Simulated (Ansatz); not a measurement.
C₂NP: geometry relaxation

- system: C₂NP
- method: RKS PBE0-D4/def2-TZVPP (Ansatz 0.2.0)

Figures and captions count atoms from 1; the log counts them from 0 in places.

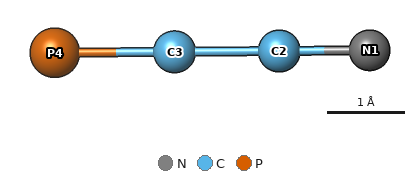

Figure 1. The input geometry (ball-and-stick view, seen on its broad side; atoms are numbered from 1 in the order of the input).

Input
```yaml
crystal:
  periodic: [false, false, false]
  atoms:
    - { symbol: "N", position_ang: [0.0, 0.0, -1.96510216] }
    - { symbol: C, position_ang: [0.0, 0.0, -0.7818721] }
    - { symbol: C, position_ang: [0.0, 0.0, 0.5890512] }
    - { symbol: P, position_ang: [0.0, 0.0, 2.15792306] }
basis:
  gaussian: { orbitals: def2-TZVPP }
hamiltonian:
  xc: pbe0
  dispersion: d4
relax:
  f_tol: 0.002
  max_steps: 150
```

Hardware: 4 threads of Arm Neoverse V2, 24 GiB of memory available, shared host.

Run as:
```bash
ansatz run input.yaml --threads 4 --pin off --max-ram 10240MiB --backend cpu --events-out ev --progress --plain --runs-dir out
```

Output
```
The last accepted step is kept in [file] (removed where the run ends without a failure and the disk answers)
Engine: ansatz 0.2.0, aarch64-unknown-linux-gnu
Functional definition: PBE0
  parameter a = 0.25
  parameter kappa = 0.804
  parameter beta = 0.06672455060314922
  exchange = (1 - a)*pbe_x(kappa = kappa, mu = beta*pi^2/3) + a*exact_x
  correlation = pbe_c(beta = beta)
815 factors; their error is unknown
mean field evaluation 1: about -12833.0555 eV, gradient 6.3e1 eV
mean field evaluation 2: about -12779.5158 eV, gradient 1.4e2 eV
mean field evaluation 4: about -12842.0212 eV, gradient 3.0e1 eV
mean field evaluation 8: about -12844.0556 eV, gradient 6.6e-2 eV
mean field evaluation 16: about -12844.0749 eV, gradient 6.7e-6 eV
mean field -12844.07493489 eV, -472.0110478304 hartree, gradient 6.6e-6 eV, S^2 0.000000; 0 other end points of the search recorded, 0 dependent functions left out
the calculation of the forces begins
reference -12844.07495658 eV, -472.0110486275 hartree; 17, 17 occupied and 118, 118 virtual orbitals, 815 factors
relax step   1: F+E_penalty+E_count = -12844.14742763 eV  Δ(F+E_penalty+E_count) = +0.000e0 eV  max|allowed force component| = 2.659e0 eV/Å  Δτ_max = 0.0000 Å  (31 SCF iters, accepted)
these checks for a lower state are left out or cut short: starts, cluster_reference, orbital_swaps, neighbouring_geometries, increment
815 factors; their error is unknown
mean field -12844.13199397 eV, -472.0131447131 hartree, gradient 8.7e-6 eV, S^2 0.000000; 0 other end points of the search recorded, 0 dependent functions left out
the calculation of the forces begins
reference -12844.13201558 eV, -472.0131455071 hartree; 17, 17 occupied and 118, 118 virtual orbitals, 815 factors
relax step   2: F+E_penalty+E_count = -12844.20502272 eV  Δ(F+E_penalty+E_count) = -5.760e-2 eV  max|allowed force component| = 8.065e-1 eV/Å  Δτ_max = 0.0255 Å  (35 SCF iters, accepted)
these checks for a lower state are left out or cut short: starts, cluster_reference, orbital_swaps, neighbouring_geometries, increment
815 factors; their error is unknown
mean field evaluation 32: about -12844.1371 eV, gradient 7.3e-6 eV
mean field -12844.13711039 eV, -472.0133327381 hartree, gradient 7.4e-6 eV, S^2 0.000000; 0 other end points of the search recorded, 0 dependent functions left out
the calculation of the forces begins
reference -12844.13713198 eV, -472.0133335316 hartree; 17, 17 occupied and 118, 118 virtual orbitals, 815 factors
relax step   3: F+E_penalty+E_count = -12844.21031238 eV  Δ(F+E_penalty+E_count) = -5.290e-3 eV  max|allowed force component| = 4.564e-2 eV/Å  Δτ_max = 0.0104 Å  (36 SCF iters, accepted)
these checks for a lower state are left out or cut short: starts, cluster_reference, orbital_swaps, neighbouring_geometries, increment
815 factors; their error is unknown
mean field -12844.13715561 eV, -472.0133343998 hartree, gradient 7.1e-6 eV, S^2 0.000000; 0 other end points of the search recorded, 0 dependent functions left out
the calculation of the forces begins
reference -12844.13717720 eV, -472.0133351933 hartree; 17, 17 occupied and 118, 118 virtual orbitals, 815 factors
relax step   4: F+E_penalty+E_count = -12844.21034169 eV  Δ(F+E_penalty+E_count) = -2.931e-5 eV  max|allowed force component| = 1.692e-2 eV/Å  Δτ_max = 0.0007 Å  (36 SCF iters, accepted)
these checks for a lower state are left out or cut short: starts, cluster_reference, orbital_swaps, neighbouring_geometries, increment
815 factors; their error is unknown
mean field -12844.13716236 eV, -472.0133346480 hartree, gradient 7.2e-6 eV, S^2 0.000000; 0 other end points of the search recorded, 0 dependent functions left out
the calculation of the forces begins
reference -12844.13718396 eV, -472.0133354415 hartree; 17, 17 occupied and 118, 118 virtual orbitals, 815 factors
relax step   5: F+E_penalty+E_count = -12844.21034421 eV  Δ(F+E_penalty+E_count) = -2.523e-6 eV  max|allowed force component| = 4.232e-5 eV/Å  Δτ_max = 0.0002 Å  (36 SCF iters, accepted)
815 factors; their error is unknown
mean field evaluation 64: about -12844.1180 eV, gradient 4.1e-1 eV
```

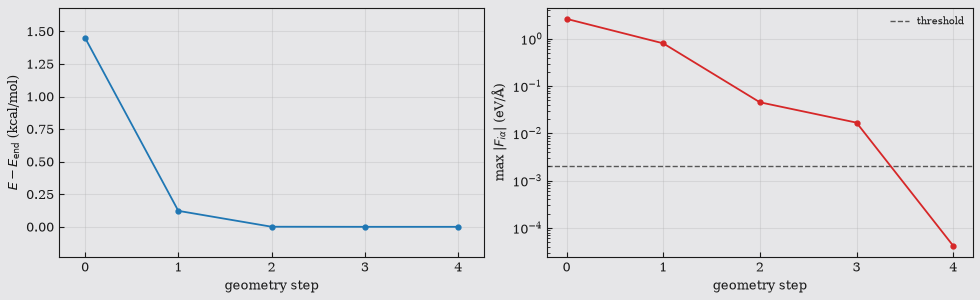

Figure 2. Progress of the relaxation, step by step (the first geometry is step 0 here and step 1 in the log).

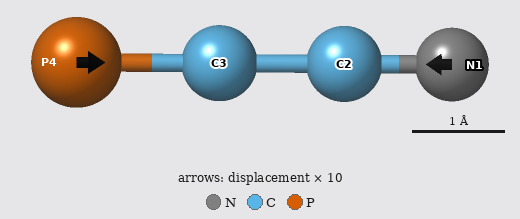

Figure 3. The starting structure with the displacements as black arrows, magnified 10 times (ball-and-stick view, seen at a tilt). The two geometries are laid on each other by the best rigid fit. The energy falls by 1.45 kcal/mol in 4 geometry steps. The largest force component goes from 2.7 to under 0.0001 eV/Å. P4 moves most after the best rigid fit: 0.032 Å. By element the largest moves are P 0.032 Å, N 0.029 Å, C 0.004 Å. Among the contacts that change: C3–P4 1.569 → 1.538 Å, N1–C2 1.183 → 1.158 Å, C2–C3 1.371 → 1.367 Å. (Atoms are counted from 1 in the order of the input.)

```
mean field -12844.13716236 eV, -472.0133346480 hartree, gradient 7.2e-6 eV, S^2 0.000000; 1 other end points of the search recorded, 0 dependent functions left out
the calculation of the forces begins
reference -12844.13718396 eV, -472.0133354415 hartree; 17, 17 occupied and 118, 118 virtual orbitals, 815 factors
Total energy: -12844.21036580 eV, -472.0160248248 hartree
Atom 0 at    -0.000000     0.000000    -1.936312 Å, force    -0.000000     0.000000    -0.000042 eV/Å
Atom 1 at     0.000000    -0.000000    -0.778262 Å, force     0.000000     0.000000     0.000004 eV/Å
Atom 2 at     0.000000    -0.000000     0.588530 Å, force    -0.000000    -0.000000     0.000037 eV/Å
Atom 3 at    -0.000000     0.000000     2.126044 Å, force    -0.000000     0.000000     0.000001 eV/Å
Dipole moment:     0.000000     0.000000     0.732894 e Å
```

Trajectory as extended XYZ (Å, eV, eV/Å), 5 frames, from step=1 to step=5
```
4
Properties=species:S:1:pos:R:3:forces:R:3 step=1 energy=-12844.14743
N     0.0000    0.0000   -1.9651    0.0000   0.0000   2.6593
C     0.0000    0.0000   -0.7819    0.0000   0.0000  -2.2639
C     0.0000    0.0000    0.5891    0.0000   0.0000   1.3204
P     0.0000    0.0000    2.1579    0.0000   0.0000  -1.7159
4
Properties=species:S:1:pos:R:3:forces:R:3 step=2 energy=-12844.20502
N     0.0000    0.0000   -1.9396    0.0000   0.0000   0.0573
C     0.0000    0.0000   -0.7807    0.0000   0.0000  -0.0824
C     0.0000    0.0000    0.5847    0.0000   0.0000   0.8065
P     0.0000    0.0000    2.1356    0.0000   0.0000  -0.7814
4
Properties=species:S:1:pos:R:3:forces:R:3 step=3 energy=-12844.21031
N     0.0000    0.0000   -1.9357    0.0000   0.0000  -0.0009
C     0.0000    0.0000   -0.7776    0.0000   0.0000  -0.0456
C     0.0000    0.0000    0.5882    0.0000   0.0000   0.0120
P     0.0000    0.0000    2.1252    0.0000   0.0000   0.0345
4
Properties=species:S:1:pos:R:3:forces:R:3 step=4 energy=-12844.21034
N     0.0000    0.0000   -1.9362    0.0000   0.0000   0.0019
C     0.0000    0.0000   -0.7781    0.0000   0.0000  -0.0169
C     0.0000    0.0000    0.5884    0.0000   0.0000   0.0149
P     0.0000    0.0000    2.1259    0.0000   0.0000   0.0001
4
Properties=species:S:1:pos:R:3:forces:R:3 step=5 energy=-12844.21034
N     0.0000    0.0000   -1.9363    0.0000   0.0000   0.0000
C     0.0000    0.0000   -0.7783    0.0000   0.0000   0.0000
C     0.0000    0.0000    0.5885    0.0000   0.0000   0.0000
P     0.0000    0.0000    2.1260    0.0000   0.0000   0.0000
```

Results in brief

```json
{"quantity": "outcome", "value": "converged"}
{"quantity": "total energy", "value": "−12844.2104 eV"}
{"quantity": "mean-field energy", "value": "−12844.1372 eV"}
{"quantity": "SCF solution under orbital rotations", "value": "stable"}
{"quantity": "largest force (length of the vector) at the end", "value": "under 0.001 eV/Å"}
{"quantity": "wall time", "value": "5.6 s (CPU time 19 s)"}
{"quantity": "peak memory", "value": "0.22 GiB"}
```
